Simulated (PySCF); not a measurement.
# CeFO (Ce(O)(F)+): the cost of one run

The runs use PySCF 2.14.0; PBE0, Ce def2-SVP with ECP28, O def2-SVP, F def2-SVP; scalar-relativistic core potentials, no spin–orbit coupling.

1 further run of the same task is left out (for a known fault of the program).

### 1 The system as given

3 atoms, charge 1, spin multiplicity 1.

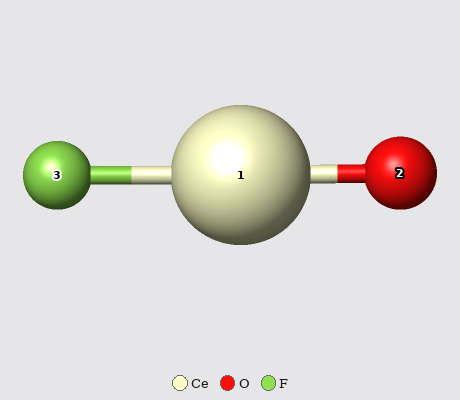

The structure; cerium light yellow, oxygen red, fluorine green; atoms are numbered from 1 in the order of the file.

As a file:

```xyz
3

Ce    0.0568    0.0000    0.3671
O     1.7650    0.0000    0.2888
F    -1.9052    0.0000    0.4375
```

Formal oxidation states: Ce +4. An earlier session relaxed this geometry at PBE0, Ce def2-SVP with ECP28, O def2-SVP, F def2-SVP (singlet, point group C∞v).

Its energy there is -649.639821 Eh.

### 2 One electron removed, multiplicity 2

The input, run.py (the lines that set the calculation):

```python
mol = gto.M(atom='''
Ce     0.05676     0.00000     0.36712
O      1.76500     0.00000     0.28881
F     -1.90517     0.00000     0.43751''',
    basis={'Ce': 'def2-SVP', 'O': 'def2-SVP', 'F': 'def2-SVP'},
    ecp={'Ce': 'def2-SVP'},
    charge=2, spin=1)
mf = dft.UKS(mol, xc='PBE0')
mf.grids.atom_grid = (50, 194)  # f atoms: unpruned, at least (60, 302)
mf = mf.density_fit()  # fitting sets: Ce def2-universal-JKFIT, O def2-universal-JKFIT, F def2-universal-JKFIT
mf.conv_tol = 1e-08; mf.max_cycle = 55
mf.kernel(dm0)  # dm0: the density of the relaxed state
```

Run with:

```bash
$ OMP_NUM_THREADS=2 python run.py
```

**Question.** How long does this run take on 2 threads of Intel Xeon Platinum 8559C (Emerald Rapids), shared host?

About 1.9 s.
